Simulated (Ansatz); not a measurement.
**Run report: HfH₂ClO₂F, molecular dynamics (part 2 of 4)**

The same run, continued: HfH₂ClO₂F; RHF/def2-SVP (Ansatz 0.2.0). It belongs to a series of runs on one base structure; here: dynamics from the start.

Geometry of the input (Å):
```
Hf -0.1434  -0.1192  -0.0330
O  -0.3035  -0.1601  1.8759
H  -0.4061  -0.1527  2.8095
Cl 2.1639  0.1370  -0.6546
O  -1.1814  1.3101  -0.7756
H  -1.7028  2.0175  -1.1068
F  -0.8001  -1.7821  -0.7377
```

Log, continued:
```
md step    96: t =    48.00 fs  T =   776.6 K (target 611.7 K)  F+E_penalty+E_count = -20606.27924094 eV  E_kin = 0.501904 eV  conserved = -20605.81185709 eV  (37 SCF iters)
md step    97: t =    48.50 fs  T =   721.7 K (target 605.1 K)  F+E_penalty+E_count = -20606.24192655 eV  E_kin = 0.466409 eV  conserved = -20605.81091710 eV  (37 SCF iters)
md step    98: t =    49.00 fs  T =   672.6 K (target 598.5 K)  F+E_penalty+E_count = -20606.20878446 eV  E_kin = 0.434689 eV  conserved = -20605.81030946 eV  (39 SCF iters)
md step    99: t =    49.50 fs  T =   644.4 K (target 591.8 K)  F+E_penalty+E_count = -20606.18972564 eV  E_kin = 0.416503 eV  conserved = -20605.81020526 eV  (38 SCF iters)
md step   100: t =    50.00 fs  T =   640.6 K (target 585.2 K)  F+E_penalty+E_count = -20606.18682632 eV  E_kin = 0.414043 eV  conserved = -20605.81051553 eV  (38 SCF iters)
md step   101: t =    50.50 fs  T =   654.1 K (target 578.5 K)  F+E_penalty+E_count = -20606.19536379 eV  E_kin = 0.422768 eV  conserved = -20605.81108170 eV  (38 SCF iters)
md step   102: t =    51.00 fs  T =   671.2 K (target 571.9 K)  F+E_penalty+E_count = -20606.20627873 eV  E_kin = 0.433795 eV  conserved = -20605.81174046 eV  (39 SCF iters)
md step   103: t =    51.50 fs  T =   675.9 K (target 565.3 K)  F+E_penalty+E_count = -20606.20901954 eV  E_kin = 0.436808 eV  conserved = -20605.81224977 eV  (38 SCF iters)
md step   104: t =    52.00 fs  T =   656.3 K (target 558.6 K)  F+E_penalty+E_count = -20606.19559561 eV  E_kin = 0.424147 eV  conserved = -20605.81225640 eV  (37 SCF iters)
md step   105: t =    52.50 fs  T =   612.6 K (target 552.0 K)  F+E_penalty+E_count = -20606.16593229 eV  E_kin = 0.395943 eV  conserved = -20605.81152827 eV  (37 SCF iters)
md step   106: t =    53.00 fs  T =   561.2 K (target 545.4 K)  F+E_penalty+E_count = -20606.13087084 eV  E_kin = 0.362689 eV  conserved = -20605.81039676 eV  (37 SCF iters)
md step   107: t =    53.50 fs  T =   525.8 K (target 538.7 K)  F+E_penalty+E_count = -20606.10678173 eV  E_kin = 0.339837 eV  conserved = -20605.80978587 eV  (37 SCF iters)
md step   108: t =    54.00 fs  T =   518.9 K (target 532.1 K)  F+E_penalty+E_count = -20606.10221857 eV  E_kin = 0.335334 eV  conserved = -20605.81032958 eV  (41 SCF iters)
md step   109: t =    54.50 fs  T =   528.6 K (target 525.4 K)  F+E_penalty+E_count = -20606.10912879 eV  E_kin = 0.341633 eV  conserved = -20605.81154808 eV  (37 SCF iters)
md step   110: t =    55.00 fs  T =   529.1 K (target 518.8 K)  F+E_penalty+E_count = -20606.10964207 eV  E_kin = 0.341940 eV  conserved = -20605.81236855 eV  (39 SCF iters)
md step   111: t =    55.50 fs  T =   502.0 K (target 512.2 K)  F+E_penalty+E_count = -20606.09140407 eV  E_kin = 0.324420 eV  conserved = -20605.81225011 eV  (38 SCF iters)
md step   112: t =    56.00 fs  T =   449.0 K (target 505.5 K)  F+E_penalty+E_count = -20606.05584582 eV  E_kin = 0.290189 eV  conserved = -20605.81147690 eV  (38 SCF iters)
md step   113: t =    56.50 fs  T =   387.1 K (target 498.9 K)  F+E_penalty+E_count = -20606.01452440 eV  E_kin = 0.250183 eV  conserved = -20605.81065198 eV  (38 SCF iters)
md step   114: t =    57.00 fs  T =   335.5 K (target 492.3 K)  F+E_penalty+E_count = -20605.98025751 eV  E_kin = 0.216810 eV  conserved = -20605.81018455 eV  (38 SCF iters)
md step   115: t =    57.50 fs  T =   305.8 K (target 485.6 K)  F+E_penalty+E_count = -20605.96066665 eV  E_kin = 0.197633 eV  conserved = -20605.81015417 eV  (40 SCF iters)
md step   116: t =    58.00 fs  T =   299.5 K (target 479.0 K)  F+E_penalty+E_count = -20605.95653179 eV  E_kin = 0.193558 eV  conserved = -20605.81046005 eV  (40 SCF iters)
md step   117: t =    58.50 fs  T =   309.4 K (target 472.3 K)  F+E_penalty+E_count = -20605.96309889 eV  E_kin = 0.199975 eV  conserved = -20605.81098336 eV  (40 SCF iters)
md step   118: t =    59.00 fs  T =   322.9 K (target 465.7 K)  F+E_penalty+E_count = -20605.97201742 eV  E_kin = 0.208665 eV  conserved = -20605.81160297 eV  (39 SCF iters)
md step   119: t =    59.50 fs  T =   325.1 K (target 459.1 K)  F+E_penalty+E_count = -20605.97356985 eV  E_kin = 0.210126 eV  conserved = -20605.81209936 eV  (39 SCF iters)
md step   120: t =    60.00 fs  T =   305.3 K (target 452.4 K)  F+E_penalty+E_count = -20605.96037026 eV  E_kin = 0.197298 eV  conserved = -20605.81212667 eV  (40 SCF iters)
md step   121: t =    60.50 fs  T =   263.9 K (target 445.8 K)  F+E_penalty+E_count = -20605.93258564 eV  E_kin = 0.170556 eV  conserved = -20605.81144673 eV  (39 SCF iters)
md step   122: t =    61.00 fs  T =   217.2 K (target 439.2 K)  F+E_penalty+E_count = -20605.90098081 eV  E_kin = 0.140347 eV  conserved = -20605.81036207 eV  (39 SCF iters)
md step   123: t =    61.50 fs  T =   188.9 K (target 432.5 K)  F+E_penalty+E_count = -20605.88184130 eV  E_kin = 0.122084 eV  conserved = -20605.80975233 eV  (39 SCF iters)
md step   124: t =    62.00 fs  T =   192.0 K (target 425.9 K)  F+E_penalty+E_count = -20605.88406685 eV  E_kin = 0.124076 eV  conserved = -20605.81023991 eV  (39 SCF iters)
md step   125: t =    62.50 fs  T =   215.9 K (target 419.2 K)  F+E_penalty+E_count = -20605.90040524 eV  E_kin = 0.139542 eV  conserved = -20605.81138862 eV  (39 SCF iters)
md step   126: t =    63.00 fs  T =   235.6 K (target 412.6 K)  F+E_penalty+E_count = -20605.91364471 eV  E_kin = 0.152299 eV  conserved = -20605.81218075 eV  (39 SCF iters)
md step   127: t =    63.50 fs  T =   232.6 K (target 406.0 K)  F+E_penalty+E_count = -20605.91129052 eV  E_kin = 0.150354 eV  conserved = -20605.81209723 eV  (39 SCF iters)
md step   128: t =    64.00 fs  T =   206.9 K (target 399.3 K)  F+E_penalty+E_count = -20605.89365628 eV  E_kin = 0.133722 eV  conserved = -20605.81140477 eV  (40 SCF iters)
md step   129: t =    64.50 fs  T =   172.8 K (target 392.7 K)  F+E_penalty+E_count = -20605.87056774 eV  E_kin = 0.111648 eV  conserved = -20605.81066054 eV  (39 SCF iters)
md step   130: t =    65.00 fs  T =   147.0 K (target 386.1 K)  F+E_penalty+E_count = -20605.85323317 eV  E_kin = 0.094983 eV  conserved = -20605.81022325 eV  (42 SCF iters)
md step   131: t =    65.50 fs  T =   140.1 K (target 379.4 K)  F+E_penalty+E_count = -20605.84853702 eV  E_kin = 0.090567 eV  conserved = -20605.81015416 eV  (39 SCF iters)
md step   132: t =    66.00 fs  T =   154.3 K (target 372.8 K)  F+E_penalty+E_count = -20605.85767632 eV  E_kin = 0.099705 eV  conserved = -20605.81037566 eV  (39 SCF iters)
md step   133: t =    66.50 fs  T =   184.1 K (target 366.2 K)  F+E_penalty+E_count = -20605.87713125 eV  E_kin = 0.118980 eV  conserved = -20605.81081332 eV  (40 SCF iters)
md step   134: t =    67.00 fs  T =   219.0 K (target 359.5 K)  F+E_penalty+E_count = -20605.89992699 eV  E_kin = 0.141510 eV  conserved = -20605.81138859 eV  (40 SCF iters)
md step   135: t =    67.50 fs  T =   245.4 K (target 352.9 K)  F+E_penalty+E_count = -20605.91719873 eV  E_kin = 0.158621 eV  conserved = -20605.81191090 eV  (40 SCF iters)
md step   136: t =    68.00 fs  T =   252.4 K (target 346.2 K)  F+E_penalty+E_count = -20605.92144093 eV  E_kin = 0.163129 eV  conserved = -20605.81203625 eV  (40 SCF iters)
md step   137: t =    68.50 fs  T =   238.8 K (target 339.6 K)  F+E_penalty+E_count = -20605.91171923 eV  E_kin = 0.154355 eV  conserved = -20605.81147679 eV  (39 SCF iters)
md step   138: t =    69.00 fs  T =   218.9 K (target 333.0 K)  F+E_penalty+E_count = -20605.89744768 eV  E_kin = 0.141483 eV  conserved = -20605.81044275 eV  (40 SCF iters)
md step   139: t =    69.50 fs  T =   216.0 K (target 326.3 K)  F+E_penalty+E_count = -20605.89454540 eV  E_kin = 0.139601 eV  conserved = -20605.80977311 eV  (39 SCF iters)
md step   140: t =    70.00 fs  T =   244.5 K (target 319.7 K)  F+E_penalty+E_count = -20605.91296354 eV  E_kin = 0.157989 eV  conserved = -20605.81017773 eV  (39 SCF iters)
md step   141: t =    70.50 fs  T =   295.5 K (target 313.1 K)  F+E_penalty+E_count = -20605.94666378 eV  E_kin = 0.190974 eV  conserved = -20605.81133475 eV  (39 SCF iters)
md step   142: t =    71.00 fs  T =   343.8 K (target 306.4 K)  F+E_penalty+E_count = -20605.97826932 eV  E_kin = 0.222212 eV  conserved = -20605.81222728 eV  (39 SCF iters)
md step   143: t =    71.50 fs  T =   368.6 K (target 299.8 K)  F+E_penalty+E_count = -20605.99374105 eV  E_kin = 0.238237 eV  conserved = -20605.81225967 eV  (39 SCF iters)
md step   144: t =    72.00 fs  T =   367.2 K (target 293.1 K)  F+E_penalty+E_count = -20605.99157985 eV  E_kin = 0.237296 eV  conserved = -20605.81164331 eV  (39 SCF iters)
md step   145: t =    72.50 fs  T =   351.9 K (target 286.5 K)  F+E_penalty+E_count = -20605.98040962 eV  E_kin = 0.227442 eV  conserved = -20605.81091595 eV  (39 SCF iters)
md step   146: t =    73.00 fs  T =   339.3 K (target 279.9 K)  F+E_penalty+E_count = -20605.97119193 eV  E_kin = 0.219272 eV  conserved = -20605.81043277 eV  (39 SCF iters)
md step   147: t =    73.50 fs  T =   341.0 K (target 273.2 K)  F+E_penalty+E_count = -20605.97156789 eV  E_kin = 0.220367 eV  conserved = -20605.81026856 eV  (39 SCF iters)
md step   148: t =    74.00 fs  T =   361.3 K (target 266.6 K)  F+E_penalty+E_count = -20605.98425119 eV  E_kin = 0.233509 eV  conserved = -20605.81038044 eV  (39 SCF iters)
md step   149: t =    74.50 fs  T =   397.6 K (target 260.0 K)  F+E_penalty+E_count = -20606.00743145 eV  E_kin = 0.256947 eV  conserved = -20605.81073641 eV  (39 SCF iters)
these checks for a lower state are left out or cut short: starts, cluster_reference, orbital_swaps, neighbouring_geometries, increment
1037 factors; integrals over basis functions are off by at most 4.3e-4 eV
mean field -20606.03533833 eV, -757.2578314112 hartree, gradient 1.1e-5 eV, S^2 0.000000; 0 other end points of the search recorded, 0 dependent functions left out
the calculation of the forces begins
reference -20606.03533833 eV, -757.2578314112 hartree; 28, 28 occupied and 74, 74 virtual orbitals, 1037 factors
1037 factors; integrals over basis functions are off by at most 4.3e-4 eV
mean field evaluation 1472: about -20606.0353 eV, gradient 1.1e-5 eV
mean field -20606.03533833 eV, -757.2578314112 hartree, gradient 1.1e-5 eV, S^2 0.000000; 1 other end points of the search recorded, 0 dependent functions left out
the calculation of the forces begins
reference -20606.03533833 eV, -757.2578314112 hartree; 28, 28 occupied and 74, 74 virtual orbitals, 1037 factors
md step   150: t =    75.00 fs  T =   440.9 K (target 253.3 K)  F+E_penalty+E_count = -20606.03533833 eV  E_kin = 0.284973 eV  conserved = -20605.81129074 eV  (41 SCF iters)
```

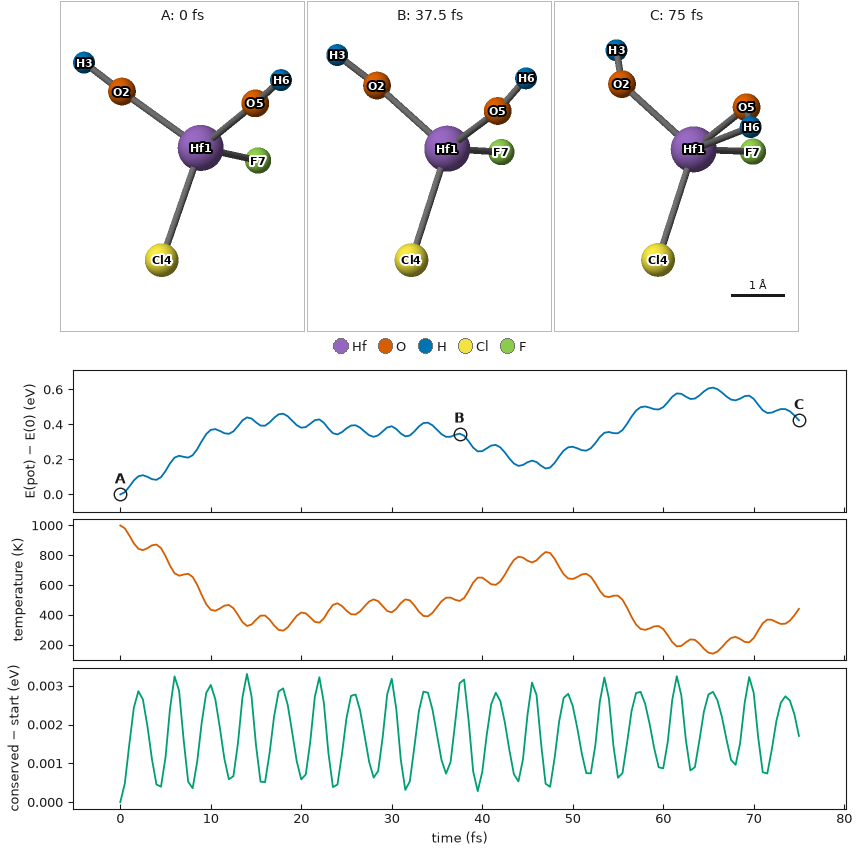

Frames of the molecular dynamics (ball-and-stick, seen at a tilt) above the curves, on which the letters mark them. The trajectory kept here has 151 frames over 75 fs. The temperature starts at 1000 K, ranges from 140 to 1000 K and averages 462 K over the second half. The potential energy ends 0.424 eV above its first value. The conserved quantity stays within 0.0033 eV. After an unweighted best fit of the last frame on the first, the root-mean-square displacement is 0.40 Å.

```
Total energy: -20606.03533833 eV, -757.2578314112 hartree
Atom 0 at    -0.118356    -0.151186    -0.021956 Å, force     0.090285     0.240556    -0.653922 eV/Å
Atom 1 at    -0.470367    -0.119851     1.854506 Å, force    -0.717932    -0.822003     1.267060 eV/Å
Atom 2 at    -1.059413    -0.615025     2.428770 Å, force     0.660150     0.654842    -0.268581 eV/Å
Atom 3 at     2.147301     0.266185    -0.735840 Å, force     0.057510    -0.139035     0.113269 eV/Å
Atom 4 at    -1.100747     1.330963    -0.774713 Å, force     0.980303     1.569270    -1.006718 eV/Å
Atom 5 at    -0.685313     2.088455    -1.232745 Å, force    -1.068327    -1.166019     0.719159 eV/Å
Atom 6 at    -0.951344    -1.753163    -0.646088 Å, force    -0.001989    -0.337611    -0.170267 eV/Å
Dipole moment:    -0.130333     0.075373     0.249383 e Å
```

Trajectory as extended XYZ (Å, eV, eV/Å), 59 of the 151 frames kept, from step=0 to step=150:
```
7
Properties=species:S:1:pos:R:3:forces:R:3 step=0 time_fs=0.0 energy=-20606.45930 temperature=1000.0
Hf   -0.1434   -0.1192   -0.0330    0.0008  -0.0003  -0.0002
O    -0.3035   -0.1601    1.8759    0.0001   0.0005  -0.0005
H    -0.4061   -0.1527    2.8095   -0.0003  -0.0008   0.0013
Cl    2.1639    0.1370   -0.6546   -0.0002  -0.0001  -0.0002
O    -1.1814    1.3101   -0.7756    0.0008  -0.0009   0.0002
H    -1.7028    2.0175   -1.1068   -0.0012   0.0013  -0.0010
F    -0.8001   -1.7821   -0.7377    0.0000   0.0004   0.0003
7
Properties=species:S:1:pos:R:3:forces:R:3 step=3 time_fs=1.5 energy=-20606.37916 temperature=879.8
Hf   -0.1417   -0.1203   -0.0323   -0.4019   0.2267  -0.0681
O    -0.3152   -0.1698    1.8843    0.1703  -0.0237  -1.5019
H    -0.3970   -0.1119    2.8003   -0.1183   0.0503   1.2079
Cl    2.1659    0.1416   -0.6587   -0.0583  -0.0220   0.0312
O    -1.1782    1.3279   -0.7873   -1.2630   1.3124  -0.5434
H    -1.7894    2.0323   -1.1019    1.5672  -1.7708   0.7872
F    -0.8082   -1.7898   -0.7344    0.1038   0.2270   0.0872
7
Properties=species:S:1:pos:R:3:forces:R:3 step=5 time_fs=2.5 energy=-20606.34947 temperature=834.2
Hf   -0.1407   -0.1211   -0.0318   -0.6502   0.3613  -0.1279
O    -0.3229   -0.1762    1.8889    0.1730  -0.0100  -1.4223
H    -0.3921   -0.0842    2.8068   -0.0884   0.0555   0.9577
Cl    2.1672    0.1446   -0.6614   -0.0993  -0.0356   0.0522
O    -1.1770    1.3407   -0.7954   -1.3519   1.1395  -0.4100
H    -1.8305    2.0234   -1.0903    1.8458  -1.8835   0.8081
F    -0.8136   -1.7948   -0.7320    0.1709   0.3728   0.1422
7
Properties=species:S:1:pos:R:3:forces:R:3 step=8 time_fs=4.0 energy=-20606.37591 temperature=871.8
Hf   -0.1391   -0.1222   -0.0310   -0.9776   0.5376  -0.2324
O    -0.3342   -0.1858    1.8943    0.1201   0.2078  -0.1630
H    -0.3862   -0.0422    2.8302    0.0082  -0.1344  -0.5225
Cl    2.1690    0.1492   -0.6654   -0.1649  -0.0546   0.0842
O    -1.1764    1.3610   -0.8079   -0.0091  -0.5157   0.3722
H    -1.8613    1.9789   -1.0596    0.7565  -0.6218   0.2425
F    -0.8214   -1.8018   -0.7284    0.2669   0.5813   0.2191
7
Properties=species:S:1:pos:R:3:forces:R:3 step=10 time_fs=5.0 energy=-20606.32535 temperature=794.7
Hf   -0.1381   -0.1229   -0.0305   -1.1539   0.6251  -0.2936
O    -0.3416   -0.1921    1.8977    0.1233   0.3872   0.4308
H    -0.3823   -0.0154    2.8418    0.0313  -0.2945  -1.2484
Cl    2.1702    0.1523   -0.6681   -0.2103  -0.0663   0.1053
O    -1.1762    1.3743   -0.8161    1.7242  -2.1221   1.0522
H    -1.8712    1.9399   -1.0354   -0.8403   0.7604  -0.3113
F    -0.8265   -1.8062   -0.7259    0.3258   0.7102   0.2650
7
Properties=species:S:1:pos:R:3:forces:R:3 step=13 time_fs=6.5 energy=-20606.23820 temperature=662.7
Hf   -0.1368   -0.1238   -0.0298   -1.3435   0.6893  -0.3511
O    -0.3526   -0.2011    1.9032    0.1886   0.4652   0.1355
H    -0.3759    0.0193    2.8371    0.0015  -0.3405  -1.1249
Cl    2.1719    0.1568   -0.6720   -0.2729  -0.0818   0.1347
O    -1.1737    1.3916   -0.8271    2.9560  -3.0330   1.4095
H    -1.9044    1.8970   -1.0053   -1.9308   1.4233  -0.5253
F    -0.8338   -1.8121   -0.7218    0.4011   0.8775   0.3216
7
Properties=species:S:1:pos:R:3:forces:R:3 step=16 time_fs=8.0 energy=-20606.23529 temperature=654.6
Hf   -0.1356   -0.1247   -0.0292   -1.4576   0.6855  -0.3806
O    -0.3634   -0.2094    1.9088    0.2572   0.1938  -1.3399
H    -0.3695    0.0473    2.8103   -0.0365  -0.0338   0.2262
Cl    2.1735    0.1612   -0.6758   -0.3237  -0.0952   0.1604
O    -1.1676    1.4051   -0.8362    0.7497  -1.6166   0.9512
H    -1.9729    1.8807   -0.9852    0.3531  -0.1398   0.0219
F    -0.8406   -1.8169   -0.7174    0.4578   1.0060   0.3607
7
Properties=species:S:1:pos:R:3:forces:R:3 step=18 time_fs=9.0 energy=-20606.15511 temperature=533.3
Hf   -0.1349   -0.1253   -0.0288   -1.5034   0.6677  -0.4048
O    -0.3704   -0.2148    1.9117    0.2733  -0.0393  -2.2285
H    -0.3657    0.0651    2.7930   -0.0358   0.2230   1.0640
Cl    2.1744    0.1642   -0.6784   -0.3529  -0.1033   0.1763
O    -1.1627    1.4128   -0.8416   -0.7249  -0.8801   0.7660
H    -2.0181    1.8706   -0.9723    1.8569  -0.9402   0.2489
F    -0.8448   -1.8195   -0.7142    0.4868   1.0722   0.3780
7
Properties=species:S:1:pos:R:3:forces:R:3 step=21 time_fs=10.5 energy=-20606.08593 temperature=427.6
Hf   -0.1340   -0.1261   -0.0282   -1.5298   0.6423  -0.4672
O    -0.3806   -0.2230    1.9135    0.2840   0.0501  -1.9984
H    -0.3605    0.0957    2.7857   -0.0289   0.1653   0.8094
Cl    2.1755    0.1686   -0.6820   -0.3919  -0.1142   0.1988
O    -1.1563    1.4232   -0.8487   -1.2690  -0.8226   0.8324
H    -2.0513    1.8385   -0.9487    2.4166  -1.0666   0.2330
F    -0.8508   -1.8224   -0.7091    0.5191   1.1456   0.3921
```
